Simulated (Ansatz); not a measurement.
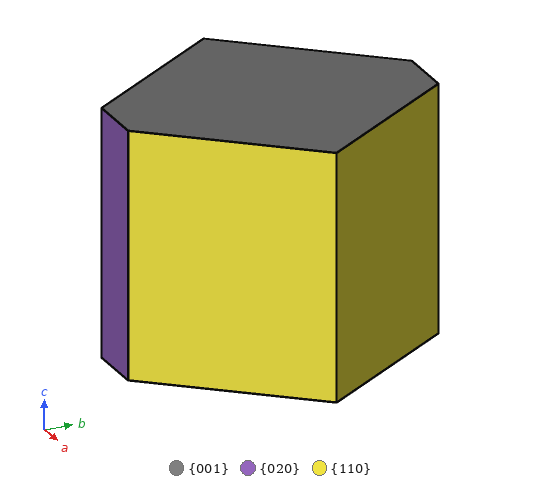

SrC4, space group Cmmm (No. 65), a = 5.588 Å, b = 6.837 Å, c = 4.300 Å, α = 90.00°, β = 90.00°, γ = 90.00°. Crystal habit computed by the BFDH rule (growth rate of a face proportional to 1/d, systematic absences taken into account). This is a geometric estimate, not an energy calculation. Origin: the geometry relaxed with DFT PBE, scalar-relativistic, plane waves, PAW in Ansatz; the starting structure was generated, so it need not be a known form of this composition. Forms under 0.4 % of the area are left out.

> How many faces does the whole crystal have, by form?

8 faces: 4 of {110}, 2 of {001} and 2 of {020}.

> Which form makes up most of the surface, and how much?

{110}, with 4 faces and about 57 % of the area; its spacing is d = 4.327 Å.

> List the forms with their spacings and shares.

| form | faces | d (Å) | share of area (%) |
| --- | --- | --- | --- |
| {110} | 4 | 4.327 | 57.0 |
| {001} | 2 | 4.300 | 34.0 |
| {020} | 2 | 3.418 | 9.0 |
